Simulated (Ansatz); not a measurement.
# AlHF2: nudged elastic band

System: AlHF2.
Method: RKS PBE-D4/def2-SVP (Ansatz 0.2.0).

It belongs to a series of runs on one base structure; here: band between the two ends. Figures and captions count atoms from 1; the log counts them from 0 in places.

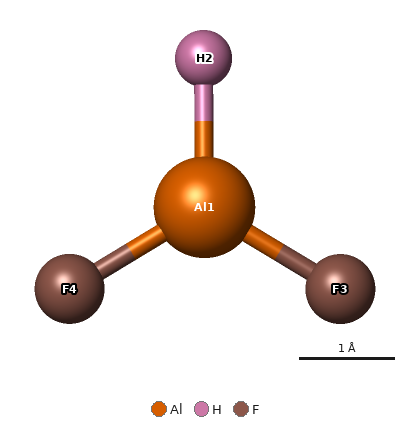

*The starting structure (ball-and-stick view, seen on its broad side; atoms are numbered from 1 in the order of the input). Sticks mark near contacts.*

Input:
```yaml
crystal:
  periodic: [false, false, false]
  atoms:
    - { symbol: Al, position_ang: [0.373596, 0.0, 0.254996] }
    - { symbol: H, position_ang: [0.318178, 0.0, 1.828535] }
    - { symbol: F, position_ang: [1.831517, 0.0, -0.558855] }
    - { symbol: F, position_ang: [-1.023692, 0.0, -0.658776] }
basis:
  gaussian: { orbitals: def2-SVP }
hamiltonian:
  xc: pbe
  dispersion: d4
neb:
  order_check: false
  images: 7
  f_tol: 0.05
  max_iterations: 60
  final_atoms:
    - { symbol: Al, position_ang: [-0.83603323, -0.00073589, 0.4329837] }
    - { symbol: H, position_ang: [1.67308571, 0.0002608, 1.31448066] }
    - { symbol: F, position_ang: [1.55248614, 0.00023756, 0.37906741] }
    - { symbol: F, position_ang: [-0.88993962, 0.00023753, -1.26063177] }
  initial_path:
    images:
      - { positions_ang: [[0.373596, 0.0, 0.254996], [0.318178, 0.0, 1.828535], [1.831517, 0.0, -0.558855], [-1.023692, 0.0, -0.658776]] }
      - { positions_ang: [[0.28034123, 0.0, 0.19099787], [0.51386521, 0.0, 1.7145601], [1.83832909, 0.0, -0.33310433], [-1.13293653, 0.0, -0.70655364]] }
      - { positions_ang: [[0.18708646, 0.0, 0.12699975], [0.70955242, 0.0, 1.60058519], [1.84514119, 0.0, -0.10735367], [-1.24218106, 0.0, -0.75433127]] }
      - { positions_ang: [[0.09383169, 0.0, 0.06300162], [0.90523962, 0.0, 1.48661029], [1.85195328, 0.0, 0.118397], [-1.3514256, 0.0, -0.80210891]] }
      - { positions_ang: [[0.00057692, 0.0, -0.0009965], [1.10092683, 0.0, 1.37263539], [1.85876538, 0.0, 0.34414766], [-1.46067013, 0.0, -0.84988655]] }
      - { positions_ang: [[-0.20857562, -0.00018397, 0.10749855], [1.24396655, 6.52e-05, 1.3580967], [1.78219557, 5.939e-05, 0.3528776], [-1.3179875, 5.938e-05, -0.95257285]] }
      - { positions_ang: [[-0.41772816, -0.00036795, 0.2159936], [1.38700627, 0.0001304, 1.34355802], [1.70562576, 0.00011878, 0.36160754], [-1.17530487, 0.00011876, -1.05525916]] }
      - { positions_ang: [[-0.6268807, -0.00055192, 0.32448865], [1.53004599, 0.0001956, 1.32901934], [1.62905595, 0.00017817, 0.37033747], [-1.03262224, 0.00017815, -1.15794546]] }
      - { positions_ang: [[-0.83603323, -0.00073589, 0.4329837], [1.67308571, 0.0002608, 1.31448066], [1.55248614, 0.00023756, 0.37906741], [-0.88993962, 0.00023753, -1.26063177]] }
```

Run as:
```bash
ansatz run input.yaml --threads 1 --pin off --max-ram 2048MiB --backend cpu --events-out ev --progress --plain --runs-dir out
```

What the program printed:
```
Engine: ansatz 0.2.0, x86_64-unknown-linux-gnu
Functional definition: PBE
  parameter kappa = 0.804
  parameter beta = 0.06672455060314922
  exchange = pbe_x(kappa = kappa, mu = beta*pi^2/3)
  correlation = pbe_c(beta = beta)
547 factors; their error is unknown
mean field evaluation 1: about -12030.9977 eV, gradient 5.1e1 eV
mean field evaluation 2: about -12011.0382 eV, gradient 1.2e2 eV
mean field evaluation 4: about -12035.1927 eV, gradient 2.1e0 eV
mean field evaluation 8: about -12035.1741 eV, gradient 3.0e-2 eV
mean field -12035.17408444 eV, -442.2844898691 hartree, gradient 5.7e-5 eV, S^2 0.000000; 0 other end points of the search recorded, 0 dependent functions left out
the calculation of the forces begins
reference -12035.17412029 eV, -442.2844911867 hartree; 16, 16 occupied and 35, 35 virtual orbitals, 547 factors
547 factors; their error is unknown
mean field evaluation 16: about -11980.0852 eV, gradient 1.7e2 eV
mean field -12032.98843653 eV, -442.2041687900 hartree, gradient 2.7e-5 eV, S^2 0.000000; 0 other end points of the search recorded, 0 dependent functions left out
[... from here on the field's lines of each further geometry are left out, up to the last ...]
NEB iter   1: max|band force component| = 8.603e0 eV/Å  barrier→ = 3.4015 eV  barrier← = 1.2240 eV  Δτ_max = 0.0711 Å  (216 SCF iters)
NEB iter   2: max|band force component| = 4.080e0 eV/Å  barrier→ = 3.1198 eV  barrier← = 0.9422 eV  Δτ_max = 0.1673 Å  (190 SCF iters)
NEB iter   3: max|band force component| = 1.212e0 eV/Å  barrier→ = 2.8400 eV  barrier← = 0.6624 eV  Δτ_max = 0.1741 Å  (200 SCF iters)
NEB iter   4: max|band force component| = 7.441e-1 eV/Å  barrier→ = 2.7890 eV  barrier← = 0.6114 eV  CI = image 5  Δτ_max = 0.2000 Å  (209 SCF iters)
NEB iter   5: max|band force component| = 5.773e-1 eV/Å  barrier→ = 2.7062 eV  barrier← = 0.5286 eV  CI = image 5  Δτ_max = 0.0958 Å  (202 SCF iters)
NEB iter   6: max|band force component| = 6.947e-1 eV/Å  barrier→ = 2.7407 eV  barrier← = 0.5632 eV  CI = image 5  Δτ_max = 0.0444 Å  (193 SCF iters)
NEB iter   7: max|band force component| = 9.802e-2 eV/Å  barrier→ = 2.7444 eV  barrier← = 0.5668 eV  CI = image 5  Δτ_max = 0.0203 Å  (190 SCF iters)
the calculation of the forces begins
reference -12032.95293761 eV, -442.2028642287 hartree; 16, 16 occupied and 35, 35 virtual orbitals, 547 factors
547 factors; their error is unknown
mean field evaluation 608: about -12032.4452 eV, gradient 2.8e0 eV
mean field -12032.43138070 eV, -442.1836973659 hartree, gradient 1.6e-5 eV, S^2 0.000000; 1 other end points of the search recorded, 0 dependent functions left out
the calculation of the forces begins
reference -12032.43141643 eV, -442.1836986787 hartree; 16, 16 occupied and 35, 35 virtual orbitals, 547 factors
NEB iter   8: max|band force component| = 3.517e-2 eV/Å  barrier→ = 2.7428 eV  barrier← = 0.5653 eV  CI = image 5  Δτ_max = 0.0000 Å  (365 SCF iters)
```

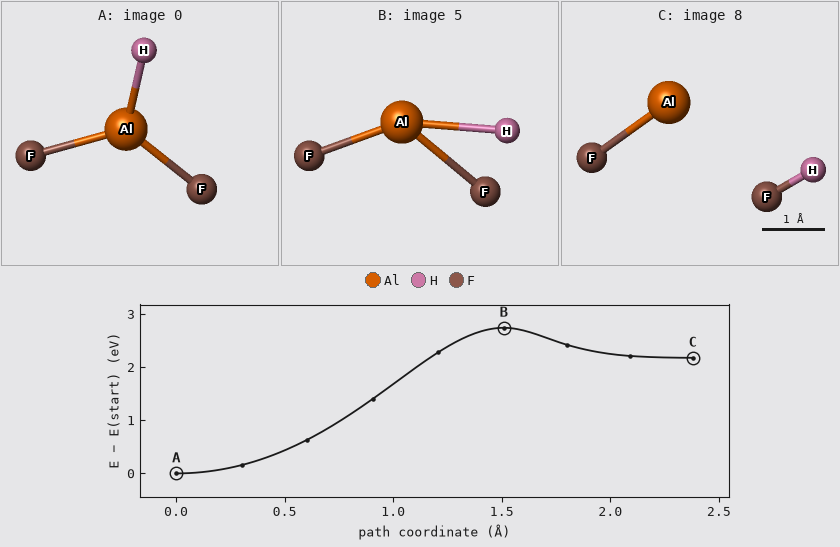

*Images of the last band (counted from 0; ball-and-stick, seen at a tilt) above the energy along the path; the line is a cubic interpolation that uses the forces.*

The highest image is number 5, 2.743 eV above the start and 0.565 eV above the end (the climbing image); the end lies 2.178 eV above the start. The path is 2.38 Å long. The band converged in 8 iterations.

```
Total energy: -12032.47201595 eV, -442.1851906835 hartree
Atom 0 at    -0.250351    -0.000017     0.421667 Å, force    -0.013888    -0.000000    -0.034370 eV/Å
Atom 1 at     1.217945     0.000015     1.337733 Å, force    -0.015630    -0.000000     0.004181 eV/Å
Atom 2 at     1.614470     0.000026     0.145788 Å, force     0.006693     0.000000    -0.011320 eV/Å
Atom 3 at    -1.082464    -0.000024    -1.039288 Å, force     0.022826     0.000000     0.041509 eV/Å
Dipole moment:     0.024756    -0.000001     0.249717 e Å
this run last wrote the band of iteration 8 to [file]
```

The last band as extended XYZ (Å, eV, eV/Å):
```
4
Properties=species:S:1:pos:R:3:forces:R:3 image=0 energy=-12035.21480
Al    0.3736    0.0000    0.2550    0.0036   0.0000  -0.0124
H     0.3182    0.0000    1.8285    0.0005   0.0000  -0.0008
F     1.8315    0.0000   -0.5589   -0.0186   0.0000   0.0074
F    -1.0237    0.0000   -0.6588    0.0146   0.0000   0.0058
4
Properties=species:S:1:pos:R:3:forces:R:3 image=1 energy=-12035.05782
Al    0.2605    0.0006    0.2568    0.3994  -0.0035  -0.0565
H     0.5217   -0.0002    1.8060   -0.6609   0.0012   0.2161
F     1.7759   -0.0002   -0.4221    0.2145   0.0010  -0.5239
F    -1.0585   -0.0002   -0.7748    0.0470   0.0012   0.3643
4
Properties=species:S:1:pos:R:3:forces:R:3 image=2 energy=-12034.58173
Al    0.1466    0.0000    0.2765    0.8435  -0.0001  -0.2407
H     0.7308    0.0000    1.7393   -1.2227   0.0000   0.7119
F     1.7078    0.0000   -0.2885    0.3895   0.0000  -1.0717
F    -1.0855    0.0000   -0.8613   -0.0102   0.0000   0.6005
4
Properties=species:S:1:pos:R:3:forces:R:3 image=3 energy=-12033.81347
Al    0.0284    0.0000    0.3170    1.2731   0.0000  -0.4971
H     0.9299    0.0000    1.6275   -1.4734   0.0001   1.3159
F     1.6450    0.0000   -0.1563    0.3053  -0.0001  -1.4766
F    -1.1037    0.0000   -0.9223   -0.1049   0.0000   0.6578
4
Properties=species:S:1:pos:R:3:forces:R:3 image=4 energy=-12032.93482
Al   -0.1021    0.0001    0.3740    1.2721  -0.0002  -0.4680
H     1.0982    0.0001    1.4829   -1.1459   0.0003   1.3415
F     1.6109   -0.0001   -0.0186   -0.0188  -0.0002  -1.3269
F    -1.1074    0.0000   -0.9724   -0.1074   0.0001   0.4534
4
Properties=species:S:1:pos:R:3:forces:R:3 image=5 energy=-12032.47198
Al   -0.2504    0.0000    0.4217   -0.0139   0.0000  -0.0344
H     1.2179    0.0000    1.3377   -0.0156   0.0000   0.0042
F     1.6145    0.0000    0.1458    0.0067   0.0000  -0.0113
F    -1.0825    0.0000   -1.0393    0.0228   0.0000   0.0415
4
Properties=species:S:1:pos:R:3:forces:R:3 image=6 energy=-12032.79042
Al   -0.4414   -0.0002    0.4464   -0.8304  -0.0002   0.1765
H     1.3327    0.0000    1.2562    0.6404   0.0002  -0.4669
F     1.6417    0.0002    0.2917    0.1146  -0.0001   0.5167
F    -1.0334    0.0000   -1.1285    0.0754   0.0001  -0.2263
4
Properties=species:S:1:pos:R:3:forces:R:3 image=7 energy=-12033.00173
Al   -0.6673   -0.0004    0.4514   -0.2250  -0.0001   0.0356
H     1.4831    0.0000    1.2819    0.1847   0.0001   0.0059
F     1.6529    0.0004    0.3439    0.0062   0.0000   0.0270
F    -0.9691    0.0001   -1.2113    0.0341   0.0000  -0.0684
4
Properties=species:S:1:pos:R:3:forces:R:3 image=8 energy=-12033.03724
Al   -0.8360   -0.0007    0.4330   -0.0042   0.0000   0.0018
H     1.6731    0.0003    1.3145    0.0078  -0.0001  -0.0019
F     1.5525    0.0002    0.3791   -0.0073   0.0001   0.0023
F    -0.8899    0.0002   -1.2606    0.0038   0.0000  -0.0022
```

Results in brief:

| quantity | value |
| --- | --- |
| outcome | converged |
| barrier, forward | 2.743 eV |
| barrier, backward | 0.565 eV |
| hardware | 1 thread of Intel Xeon (Granite Rapids), 64 GiB of memory available, shared host |
| wall time | 25 s |
| peak memory | 0.11 GiB |

The order of the saddle point was not checked.
